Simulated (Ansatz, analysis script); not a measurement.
# Stoner picture of a free-standing square W monolayer, spacing 3.069 Å, part 2 of 2

Wanted: E(M), the field that holds each moment, and the spin susceptibility of a free-standing square W monolayer, spacing 3.069 Å.

Ansatz 0.2.0; PBEsol, PAW set soft_2 (files made for PBE).

So far. Step 6 (Total moment fixed at 1.591 μB): The energy is -137 meV from the state without spin, and the largest site carries 1.13 μB.

## (7) Total moment fixed at 2.5 μB

Level of this step: Ansatz DFT, collinear, total moment fixed by two Fermi levels (Ansatz).

Input file input.yaml:

```yaml
crystal:
  lattice:
    - [3.069, 0.0, 0.0]
    - [0.0, 3.069, 0.0]
    - [0.0, 0.0, 14.0]
  atoms:
    - { symbol: W, position: [0.0, 0.0, 0.5], spin: 2.5 }
magnetization:
  spin_polarized: true
  initial_magnetization: 2.5
  spin_locking: { lock_magnetization: hard }
kpoints:
  mp_grid: { grid: [6, 6, 1] }
hamiltonian:
  xc: pbesol
scf:
  occupations: { method: fermi_dirac, width: 0.1 }
  max_iter: 120
  convergence: { dr2_threshold: 1.0e-08 }
basis:
  ecutwfc: 420.0
```

On the command line:

```console
> ansatz run input.yaml --threads 1 --pin off --max-ram 2048MiB --backend cpu --events-out ev --progress --plain --runs-dir out
```

Numbers of over 12 decimals in the logs are rounded to 6 here.

The program printed:

```text
[...]
Crystal: 1 atoms, lattice volume = 131.863 Å³
Basis set: ecut = 420 eV, 2583 PW (Γ)
Bands: 13, of which v1, the nominal top of the filled ones, is band 7 counted from 1 (6 counted from 0)
Symmetry: 16 space group operations
[...]
k-points: 10 of 36
[...]
Starting moments: Σ|m| = 2.5 μB on 1 of 1 site
[...]
SCF iter  10: F=-10250.646572 eV  HF=-10250.646572 eV  |F-HF|=3.46e-11  |Δ(HF+E_count)|=   2.51e-9  Δρ=1.16e-7 (↑1.16e-7 ↓7.82e-8)  dr2=3.84e-11  dr2_m=2.19e-12  M=2.500 μB ∫|m|=2.500 μB  ethr=3.56e-12  ⟨swp⟩=1.0  Hψ=672  notcnv=0
SCF 1 converged in 10 iterations: F = -10250.646572 eV  dr2 = 3.84e-11
[...]
SCF converged after 10 iterations
[...]
Magnetization: 2.5000 μB (8.2500 up, 5.7500 down)
Absolute magnetization: 2.5003 μB (∫|ρ↑−ρ↓|, with the PAW one-centre terms)
[...]
Per-site moments (μB) at R_I (Å): [(1.783417, 1.2659625)]
Free energy (F): -10250.646572 eV
[...]
Internal energy: -10250.555832 eV  (E = F + TS)
E sigma→0 (E₀):  -10250.601202 eV
Entropy (-TS):   -0.090740 eV (-90.740 meV/atom)
Fermi energy:    -1.217202 (↑ -1.058603, ↓ -1.375802) eV
[...]
```

Run time: 3.3 s. Hardware: 1 thread of AMD EPYC 7R43, shared host; peak memory 0.37 GiB.

The energy is -38.3 meV from the state without spin, and the largest site carries 1.78 μB.

7 more runs differ from these in the same keys alone and are tabled below.

## (8) No field, tight threshold

A field gives a second route to the same curve. A thousand tesla shift each spin by 58 meV, and the threshold is tightened so that small induced moments are resolved.

input.yaml, the sections that differ from step 7:

```yaml
crystal:
  lattice:
    - [3.069, 0.0, 0.0]
    - [0.0, 3.069, 0.0]
    - [0.0, 0.0, 14.0]
  atoms:
    - { symbol: W, position: [0.0, 0.0, 0.5], spin: 1.19 }
magnetization:
  spin_polarized: true
scf:
  occupations: { method: fermi_dirac, width: 0.1 }
  max_iter: 120
  convergence: { dr2_threshold: 1.0e-10 }
# kpoints, hamiltonian, basis: as in step 7
```

The program printed:

```text
[...]
Crystal: 1 atoms, lattice volume = 131.863 Å³
Basis set: ecut = 420 eV, 2583 PW (Γ)
Bands: 12, of which v1, the nominal top of the filled ones, is band 7 counted from 1 (6 counted from 0)
Symmetry: 16 space group operations
[...]
k-points: 10 of 36
[...]
Starting moments: Σ|m| = 1.19 μB on 1 of 1 site
[...]
Magnetization: 1.6879 μB (7.8439 up, 6.1561 down)
Absolute magnetization: 1.6881 μB (∫|ρ↑−ρ↓|, with the PAW one-centre terms)
[...]
Per-site moments (μB) at R_I (Å): [(1.194057, 1.2659625)]
Free energy (F): -10250.746724 eV
[...]
Internal energy: -10250.669278 eV  (E = F + TS)
E sigma→0 (E₀):  -10250.708001 eV
Entropy (-TS):   -0.077446 eV (-77.446 meV/atom)
Fermi energy:    -1.566003 eV
[...]
[key lines of the parts left out:]
SCF converged after 12 iterations
```

Elapsed: 4.2 s, on 1 thread; peak memory 0.38 GiB.

The net moment is 1.69 μB a cell.

## (9) Field of 1000 T

input.yaml: that of step 8 with these lines changed.

```diff
@@ -9,2 +9,3 @@
   spin_polarized: true
+  magnetic_field: 1000.0
 kpoints:
```

The program printed:

```text
[...]
Crystal: 1 atoms, lattice volume = 131.863 Å³
Basis set: ecut = 420 eV, 2583 PW (Γ)
Bands: 12, of which v1, the nominal top of the filled ones, is band 7 counted from 1 (6 counted from 0)
Symmetry: 16 space group operations
[...]
k-points: 10 of 36
[...]
Starting moments: Σ|m| = 1.19 μB on 1 of 1 site
[...]
SCF converged after 14 iterations
Magnetization: 1.8031 μB (7.9015 up, 6.0985 down)
Absolute magnetization: 1.8033 μB (∫|ρ↑−ρ↓|, with the PAW one-centre terms)
[...]
Per-site moments (μB) at R_I (Å): [(1.274269, 1.2659625)]
Free energy (F): -10250.848194 eV
[...]
Internal energy: -10250.777345 eV  (E = F + TS)
E sigma→0 (E₀):  -10250.812769 eV
Entropy (-TS):   -0.070850 eV (-70.850 meV/atom)
Fermi energy:    -1.511371 eV
[...]
```

Elapsed: 10 s, on 1 thread; peak memory 0.38 GiB.

The net moment is 1.80 μB a cell.

3 more runs differ from these in the same keys alone and are tabled below.

## (10) E(M) and M(B)

Energy less the state without spin against total moment:

| total moment (μB/cell) | energy less the state without spin (meV/cell) |
| --- | --- |
| 0.00 | 0 |
| 0.23 | -7.24 |
| 0.46 | -27.4 |
| 0.68 | -55.1 |
| 0.91 | -84.6 |
| 1.14 | -110 |
| 1.36 | -127 |
| 1.59 | -137 |
| 1.82 | -135 |
| 2.04 | -107 |
| 2.27 | -73.3 |
| 2.50 | -38.3 |

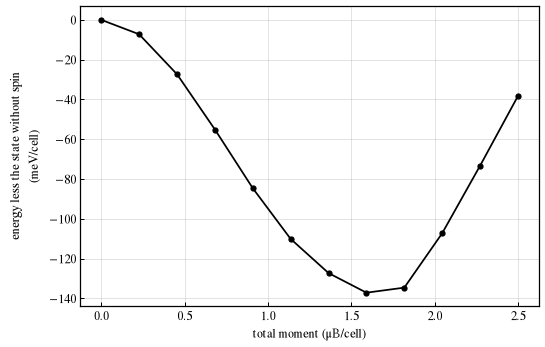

Energy less the state without spin against total moment.

The field that holds a moment is half the difference of the two Fermi levels over μB.

Field that holds the moment against total moment:

| total moment (μB/cell) | field that holds the moment (T) |
| --- | --- |
| 0.227 | -1062 |
| 0.455 | -1911 |
| 0.682 | -2238 |
| 0.909 | -2183 |
| 1.136 | -1619 |
| 1.364 | -1023 |
| 1.591 | -430 |
| 1.818 | 1185 |
| 2.045 | 2501 |
| 2.273 | 2617 |
| 2.500 | 2740 |

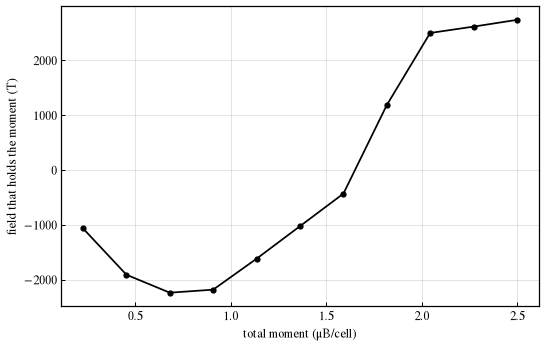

Field that holds the moment against total moment.

Table of total moment by field:

```
field (T)  total moment (μB/cell)
        0                    1.69
      100                    1.70
      200                    1.72
      500                    1.76
     1000                    1.80
```

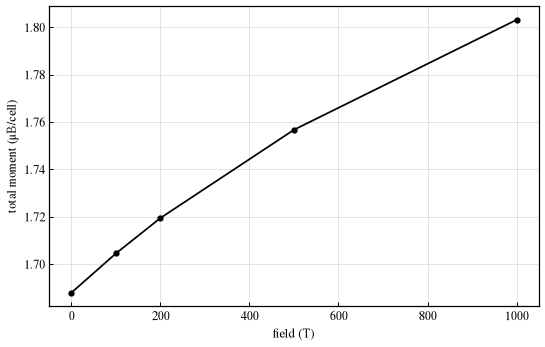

Total moment, plotted against field.

The mesh is too coarse for a Stoner analysis.

## (11) What came out

```
state of the free run                              : ferromagnetic
net moment of the free run                         : 1.69 μB
energy of the free run from the state without spin : -138 meV a cell
lowest of the fixed moments tried                  : M = 1.591 μB, -137 meV
dM/dB between 0 and 100 T                          : 0.166 μB a cell per 1000 T
```

**Reading.** At this level the system is magnetic: the free run keeps 1.19 μB on the largest site. No other order was typed. The free run, at 1.69 μB, lies 138 meV under the state without spin and so below every fixed moment tried: the minimum falls between two of them. Among the fixed moments, E(M) falls 137 meV below the state without spin and is lowest near 1.591 μB on this grid. The field acts on spins alone. The 16 fixed-moment and field runs took 62 s of wall time, added up. The mesh is coarse for a state with partly filled levels, so small values and close rankings are not settled. Energies are free energies at a smearing of 0.1 eV, and with partly filled levels differences shift, at times strongly, as the smearing goes to zero. The cell was taken as built, with atoms unrelaxed.

[Logs and program files are shortened in this print: banners, set-up blocks, solver, clock and traceback lines can be left out without a mark of their own.]

[Logs are printed without paths, hosts, clocks, repeated set-up lines and the standing remarks that a program may print on its own settings, such as how far it seeks lower states.]

[Hosts, paths, dates, database ids (printed as entryN), source tags and the programs' standing remarks are cut or masked in the printed files.]
